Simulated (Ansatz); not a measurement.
# Fields on a plane of LiBr (rock salt)

```
LiBr
1.0
    0.00000     2.70567     2.70567
    2.70567     0.00000     2.70567
    2.70567     2.70567     0.00000
Br Li
1 1
Direct
  0.00000   0.00000   0.00000
  0.50000   0.50000   0.50000
```

The slice is a {110} plane (indices of the conventional cell) through the point (0.500, 0.500, 0.500) (fractional), spanned by u = [100] and v = [1 -1 -1] in vectors of this cell: u (3.83 Å) and v (5.41 Å, at 90° to u). It covers one period; positions are fractions (u, v).

Atoms on it: Br at (0.00, 0.50); Li at (0.00, 0.00).

Level of theory: PBEsol (plane waves to 420 eV, PAW, scalar-relativistic; Ansatz, a program for electronic structure). k mesh 11×11×11. These are valence fields of a PAW run, semicore shells included where kept as valence: close to a nucleus they are smooth pseudo fields. LiBr was relaxed with its symmetry unable to fall.

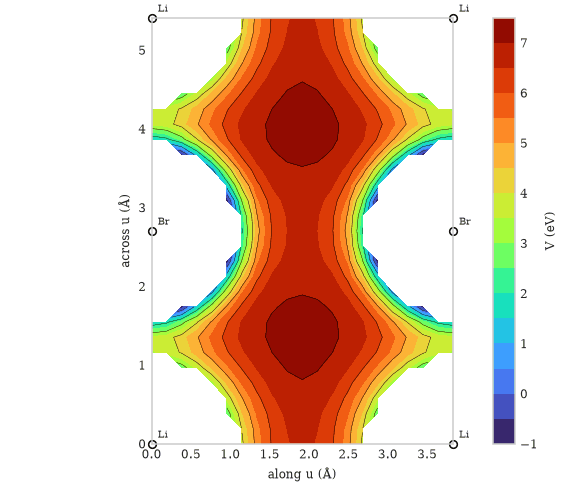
Fig. 1. Electrostatic potential energy of an electron, from the cell's mean, in eV, one period of the plane, atoms marked. Points within 1 Å of a nucleus are left white, as the pseudised field means little there. The zero, the cell's mean, hangs on the PAW cores.

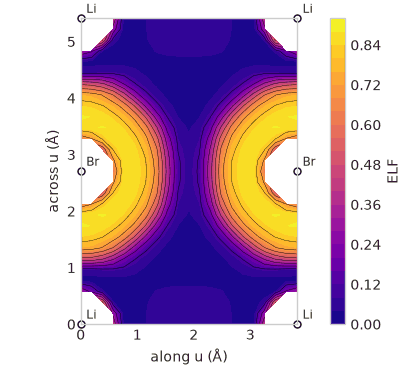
Figure: Electron localisation function (ELF), one period of the plane, atoms marked. Points within 0.5 Å of a nucleus are left white, as the pseudised field means little there.

The density on the Br–Li line (2.71 Å) at its density minimum, 1.8 Å from Br is 0.07 e/Å³ and the ELF at that point is 0.0. ELF maximum in the middle third of the Br–Li line: 0.88, 0.9 Å from Br. Character of the Br–Li contact (rough rule: ELF there above 0.7 covalent, below 0.2 ionic, polar between): closed-shell (ionic).
